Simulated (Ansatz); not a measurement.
## Run report: C₂H₇Al, geometry relaxation (part 1 of 2)

System: C₂H₇Al.
Method: RKS PBE0-D4/def2-TZVP (Ansatz 0.2.0).

Figures and captions count atoms from 1; the log counts them from 0 in places.

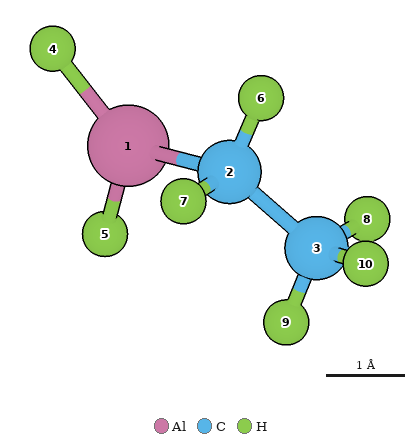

Fig. 1: The starting structure (ball-and-stick view, seen at a tilt; atoms are numbered from 1 in the order of the input). Sticks mark near contacts.

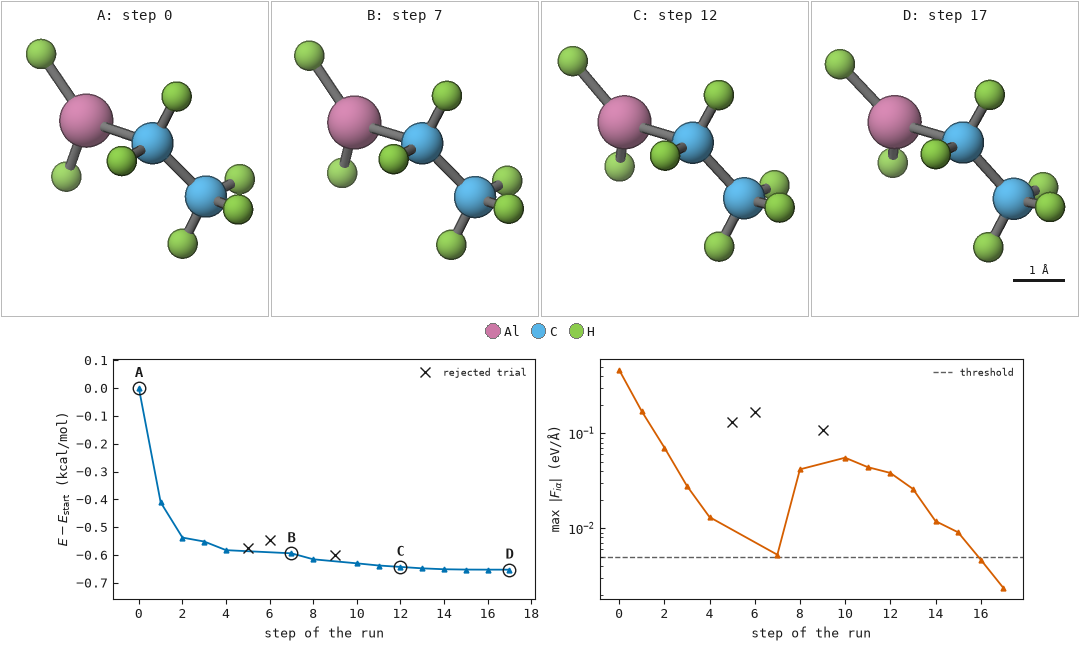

Fig. 2: Frames of the relaxation (ball-and-stick view, seen at a tilt) above the curves, on which the letters mark them (the first geometry is step 0 here and step 1 in the log).

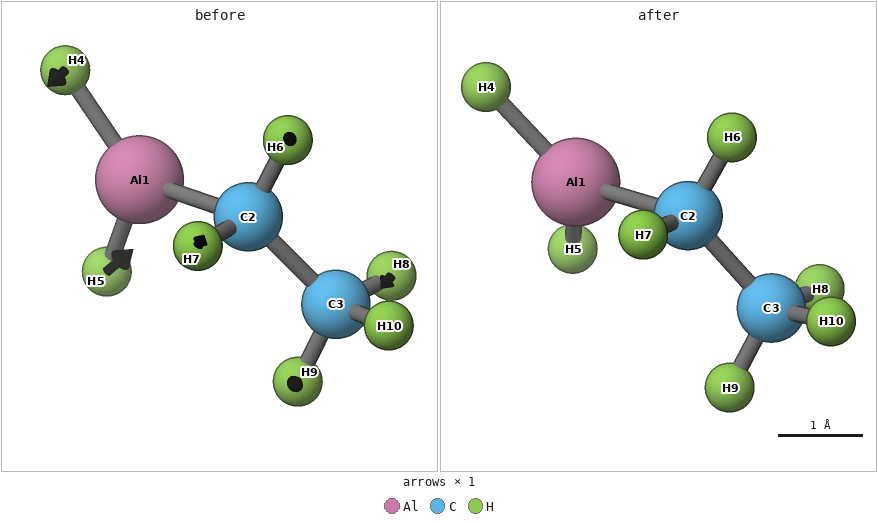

Fig. 3: Before (left) and after (right) the relaxation, at one scale (ball-and-stick view, seen at a tilt). The black arrows give the displacements, at true length. Over 17 geometry steps the energy falls by 0.65 kcal/mol. Largest force component: 0.46 eV/Å at the start, 0.0024 eV/Å at the end. The line search rejected the trial steps at points 5, 6, 9 (counted from 0) and went back. The largest move after the best rigid fit is that of H5, 0.49 Å. By element the largest moves are H 0.49 Å, C 0.06 Å, Al 0.06 Å. Distances before and after: Al1–C2 1.969 → 1.958 Å. Among the angles that change: Al1–C2–H7 105.0° → 107.2°, Al1–C2–H6 109.4° → 107.2°. (Atoms are counted from 1 in the order of the input.)

These pictures come from the run below.

Input:
```yaml
crystal:
  periodic: [false, false, false]
  atoms:
    - {symbol: Al, position_ang: [-0.893426, 0.973651, 0.088433]}
    - {symbol: C, position_ang: [0.774685, 0.473331, 1.007756]}
    - {symbol: C, position_ang: [0.885335, -0.970197, 1.492057]}
    - {symbol: H, position_ang: [-0.960914, 2.321487, -0.757530]}
    - {symbol: H, position_ang: [-2.248261, 0.215142, 0.453861]}
    - {symbol: H, position_ang: [1.631480, 0.737840, 0.376852]}
    - {symbol: H, position_ang: [0.842406, 1.157194, 1.867509]}
    - {symbol: H, position_ang: [0.891203, -1.678373, 0.657278]}
    - {symbol: H, position_ang: [0.041889, -1.246508, 2.130755]}
    - {symbol: H, position_ang: [1.800279, -1.149063, 2.065549]}
basis:
  gaussian: {orbitals: def2-TZVP}
hamiltonian: {xc: pbe0, dispersion: d4}
relax: {f_tol: 0.005, max_steps: 200}
```

Run as:
```bash
ansatz run in.yaml --threads 8 --pin off --events-out ev --progress --plain --max-ram 19148MiB
```

Output:
```
Functional definition: PBE0
  name "PBE0"
  cite "Adamo & Barone, J. Chem. Phys. 110, 6158 (1999) doi:10.1063/1.478522"
  cite "Perdew, Burke & Ernzerhof, Phys. Rev. Lett. 77, 3865 (1996) doi:10.1103/PhysRevLett.77.3865"
  parent pbe
  parameter a = 0.25
  parameter kappa = 0.804
  parameter beta = 0.06672455060314922
  exchange = (1 - a)*pbe_x(kappa = kappa, mu = beta*pi^2/3) + a*exact_x
  correlation = pbe_c(beta = beta)
947 factors; their error is unknown
mean field evaluation 1: about -8771.5132 eV, gradient 5.8e1 eV
mean field evaluation 2: about -8765.0454 eV, gradient 7.3e1 eV
mean field evaluation 4: about -8779.6179 eV, gradient 2.1e0 eV
mean field evaluation 8: about -8779.6280 eV, gradient 4.3e-2 eV
mean field -8779.62801198 eV, -322.6453783947 hartree, gradient 1.7e-5 eV, S^2 0.000000; 0 other end points of the search recorded, 0 dependent functions left out
the calculation of the forces begins
reference -8779.62804740 eV, -322.6453796964 hartree; 16, 16 occupied and 125, 125 virtual orbitals, 947 factors
relax step   1: F+E_penalty+E_count = -8779.75047817 eV  Δ(F+E_penalty+E_count) = +0.000e0 eV  max|allowed force component| = 4.647e-1 eV/Å  Δτ_max = 0.0000 Å  (25 SCF iters, accepted)
these checks for a lower state are left out or cut short: starts, cluster_reference, orbital_swaps, neighbouring_geometries, increment
947 factors; their error is unknown
mean field evaluation 16: about -8779.6283 eV, gradient 3.4e0 eV
mean field -8779.64594563 eV, -322.6460374440 hartree, gradient 2.0e-5 eV, S^2 0.000000; 0 other end points of the search recorded, 0 dependent functions left out
[... from here on the field's lines of each further geometry are left out, up to the last ...]
relax step   2: F+E_penalty+E_count = -8779.76829007 eV  Δ(F+E_penalty+E_count) = -1.781e-2 eV  max|allowed force component| = 1.704e-1 eV/Å  Δτ_max = 0.0986 Å  (28 SCF iters, accepted)
relax step   3: F+E_penalty+E_count = -8779.77378735 eV  Δ(F+E_penalty+E_count) = -5.497e-3 eV  max|allowed force component| = 7.083e-2 eV/Å  Δτ_max = 0.0272 Å  (29 SCF iters, accepted)
relax step   4: F+E_penalty+E_count = -8779.77440368 eV  Δ(F+E_penalty+E_count) = -6.163e-4 eV  max|allowed force component| = 2.790e-2 eV/Å  Δτ_max = 0.0117 Å  (29 SCF iters, accepted)
relax step   5: F+E_penalty+E_count = -8779.77574717 eV  Δ(F+E_penalty+E_count) = -1.343e-3 eV  max|allowed force component| = 1.311e-2 eV/Å  Δτ_max = 0.0697 Å  (28 SCF iters, accepted)
relax step   6: F+E_penalty+E_count = -8779.77535640 eV  Δ(F+E_penalty+E_count) = +3.908e-4 eV  max|allowed force component| = 1.317e-1 eV/Å  Δτ_max = 0.1949 Å  (28 SCF iters, rejected (line search))
relax step   7: F+E_penalty+E_count = -8779.77417401 eV  Δ(F+E_penalty+E_count) = +1.573e-3 eV  max|allowed force component| = 1.671e-1 eV/Å  Δτ_max = 0.0602 Å  (28 SCF iters, rejected (line search))
relax step   8: F+E_penalty+E_count = -8779.77623854 eV  Δ(F+E_penalty+E_count) = -4.914e-4 eV  max|allowed force component| = 5.267e-3 eV/Å  Δτ_max = 0.0298 Å  (29 SCF iters, accepted)
relax step   9: F+E_penalty+E_count = -8779.77716981 eV  Δ(F+E_penalty+E_count) = -9.313e-4 eV  max|allowed force component| = 4.174e-2 eV/Å  Δτ_max = 0.0976 Å  (27 SCF iters, accepted)
relax step  10: F+E_penalty+E_count = -8779.77648294 eV  Δ(F+E_penalty+E_count) = +6.869e-4 eV  max|allowed force component| = 1.091e-1 eV/Å  Δτ_max = 0.1212 Å  (27 SCF iters, rejected (line search))
relax step  11: F+E_penalty+E_count = -8779.77780133 eV  Δ(F+E_penalty+E_count) = -6.315e-4 eV  max|allowed force component| = 5.535e-2 eV/Å  Δτ_max = 0.0593 Å  (28 SCF iters, accepted)
relax step  12: F+E_penalty+E_count = -8779.77813849 eV  Δ(F+E_penalty+E_count) = -3.372e-4 eV  max|allowed force component| = 4.406e-2 eV/Å  Δτ_max = 0.0551 Å  (28 SCF iters, accepted)
relax step  13: F+E_penalty+E_count = -8779.77835863 eV  Δ(F+E_penalty+E_count) = -2.201e-4 eV  max|allowed force component| = 3.828e-2 eV/Å  Δτ_max = 0.0212 Å  (29 SCF iters, accepted)
relax step  14: F+E_penalty+E_count = -8779.77858207 eV  Δ(F+E_penalty+E_count) = -2.234e-4 eV  max|allowed force component| = 2.598e-2 eV/Å  Δτ_max = 0.0258 Å  (29 SCF iters, accepted)
relax step  15: F+E_penalty+E_count = -8779.77872329 eV  Δ(F+E_penalty+E_count) = -1.412e-4 eV  max|allowed force component| = 1.190e-2 eV/Å  Δτ_max = 0.0339 Å  (29 SCF iters, accepted)
relax step  16: F+E_penalty+E_count = -8779.77877277 eV  Δ(F+E_penalty+E_count) = -4.948e-5 eV  max|allowed force component| = 9.068e-3 eV/Å  Δτ_max = 0.0269 Å  (29 SCF iters, accepted)
relax step  17: F+E_penalty+E_count = -8779.77878473 eV  Δ(F+E_penalty+E_count) = -1.196e-5 eV  max|allowed force component| = 4.679e-3 eV/Å  Δτ_max = 0.0135 Å  (30 SCF iters, accepted)
the calculation of the forces begins
reference -8779.65618361 eV, -322.6464136831 hartree; 16, 16 occupied and 125, 125 virtual orbitals, 947 factors
relax step  18: F+E_penalty+E_count = -8779.77878832 eV  Δ(F+E_penalty+E_count) = -3.598e-6 eV  max|allowed force component| = 2.361e-3 eV/Å  Δτ_max = 0.0050 Å  (30 SCF iters, accepted)
947 factors; their error is unknown
mean field -8779.65614844 eV, -322.6464123905 hartree, gradient 1.9e-5 eV, S^2 0.000000; 1 other end points of the search recorded, 0 dependent functions left out
the calculation of the forces begins
reference -8779.65618361 eV, -322.6464136831 hartree; 16, 16 occupied and 125, 125 virtual orbitals, 947 factors
Total energy: -8779.77882350 eV, -322.6509206158 hartree
Atom 0 at    -0.897552     1.002226     0.138937 Å, force     0.000135    -0.000580    -0.000512 eV/Å
Atom 1 at     0.783114     0.471176     0.992235 Å, force    -0.000014     0.002361     0.000780 eV/Å
Atom 2 at     0.857206    -0.949753     1.547993 Å, force     0.000186    -0.001133     0.000467 eV/Å
Atom 3 at    -1.051314     2.467535    -0.462860 Å, force     0.000020     0.000655    -0.000300 eV/Å
Atom 4 at    -2.120569    -0.011848     0.036204 Å, force    -0.000154    -0.000490     0.000236 eV/Å
Atom 5 at     1.586611     0.639171     0.261454 Å, force    -0.000121     0.000048    -0.000067 eV/Å
Atom 6 at     0.990363     1.203831     1.784859 Å, force     0.000400    -0.000616    -0.000284 eV/Å
Atom 7 at     0.698040    -1.697534     0.766440 Å, force    -0.000290    -0.000194    -0.000316 eV/Å
Atom 8 at     0.092240    -1.125858     2.309023 Å, force    -0.000231    -0.000054     0.000189 eV/Å
Atom 9 at     1.826536    -1.164442     2.008234 Å, force     0.000070     0.000003    -0.000192 eV/Å
Dipole moment:     0.143668    -0.034238     0.068750 e Å
```

Trajectory as extended XYZ (Å, eV, eV/Å), 18 frames, from step=1 to step=18:
```
10
Properties=species:S:1:pos:R:3:forces:R:3 step=1 energy=-8779.75048
Al   -0.8934    0.9737    0.0884    0.0194   0.2225   0.4647
C     0.7747    0.4733    1.0078   -0.0594  -0.0654  -0.2160
C     0.8853   -0.9702    1.4921   -0.0021  -0.0787  -0.0158
H    -0.9609    2.3215   -0.7575    0.0177  -0.0931  -0.1169
H    -2.2483    0.2151    0.4539    0.0444  -0.0717  -0.1450
H     1.6315    0.7378    0.3769    0.0161   0.0032   0.0197
H     0.8424    1.1572    1.8675   -0.0319   0.0414  -0.0230
H     0.8912   -1.6784    0.6573   -0.0010   0.0263   0.0215
H     0.0419   -1.2465    2.1308    0.0035  -0.0004   0.0047
H     1.8003   -1.1491    2.0655   -0.0067   0.0158   0.0061
10
Properties=species:S:1:pos:R:3:forces:R:3 step=2 energy=-8779.76829
Al   -0.9092    1.0269    0.1699    0.0442  -0.1526  -0.1704
C     0.7781    0.4758    1.0129   -0.1190   0.0719   0.0042
C     0.8830   -0.9711    1.4915   -0.0230  -0.0262  -0.0015
H    -0.9576    2.3021   -0.7912   -0.0086  -0.0273   0.0990
H    -2.2466    0.1813    0.4086    0.0779   0.0818   0.0262
H     1.6264    0.7366    0.3690   -0.0466   0.0183  -0.0123
H     0.8668    1.1580    1.8725    0.0859  -0.0009   0.0501
H     0.8779   -1.6757    0.6546   -0.0112   0.0274   0.0071
H     0.0441   -1.2445    2.1375    0.0040  -0.0045  -0.0002
H     1.8017   -1.1549    2.0571   -0.0037   0.0122  -0.0023
10
Properties=species:S:1:pos:R:3:forces:R:3 step=3 energy=-8779.77379
Al   -0.9025    1.0098    0.1499    0.0256  -0.0196   0.0044
C     0.7760    0.4780    1.0151   -0.0708   0.0409  -0.0008
C     0.8802   -0.9692    1.4922    0.0035  -0.0239  -0.0027
H    -0.9578    2.3032   -0.7785   -0.0007  -0.0152   0.0158
H    -2.2404    0.1838    0.4128    0.0241   0.0078  -0.0118
H     1.6210    0.7383    0.3672   -0.0027   0.0014  -0.0084
H     0.8723    1.1595    1.8752    0.0285  -0.0027  -0.0005
H     0.8735   -1.6714    0.6537   -0.0054   0.0073   0.0056
H     0.0424   -1.2439    2.1389    0.0013   0.0030  -0.0002
H     1.7999   -1.1534    2.0561   -0.0033   0.0010  -0.0016
10
Properties=species:S:1:pos:R:3:forces:R:3 step=4 energy=-8779.77440
Al   -0.9009    1.0078    0.1506    0.0088  -0.0007   0.0089
C     0.7747    0.4806    1.0179   -0.0269   0.0279   0.0181
C     0.8780   -0.9678    1.4928    0.0048  -0.0126   0.0019
H    -0.9575    2.3017   -0.7742   -0.0010   0.0017   0.0007
H    -2.2349    0.1769    0.4052    0.0020  -0.0080  -0.0094
H     1.6164    0.7381    0.3645    0.0067  -0.0012  -0.0090
H     0.8811    1.1616    1.8775    0.0111  -0.0081  -0.0126
H     0.8660   -1.6682    0.6531   -0.0040  -0.0002   0.0025
H     0.0422   -1.2415    2.1424    0.0003   0.0026   0.0011
H     1.7996   -1.1546    2.0526   -0.0019  -0.0014  -0.0023
```
